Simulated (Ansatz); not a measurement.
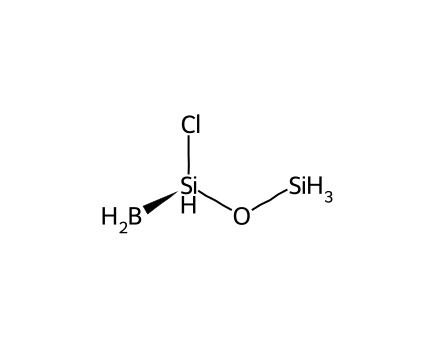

Figure made from data computed with Ansatz.

2D structure.

Q: Give its SMILES.

A: B[Si@@H](Cl)O[SiH3]

Q: Give the formula, hydrogens included.

A: BClH6OSi2.

Q: An optimisation with PBE0-D4/def2-TZVP gave a structure of which point group?

A: C1.
